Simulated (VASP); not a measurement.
Band structure of Y (hcp). Calculation: optB88-vdW, VASP's PBE PAW potentials (set 64) (plane waves; VASP 6.6.1).

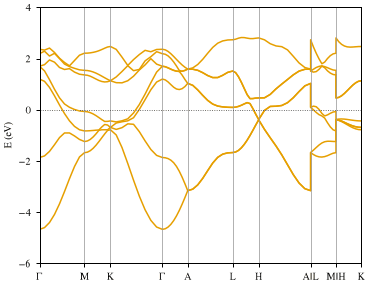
Figure: Bands along high-symmetry lines, zero at the valence-band maximum or, without a gap, the Fermi level

Q: Read the plot: is there a gap, and where are the band edges?

A: It has no gap at this level: it comes out as a metal or semimetal. (Edges off the drawn lines would not show.)

The compound is Y in the hcp structure. It was relaxed first.
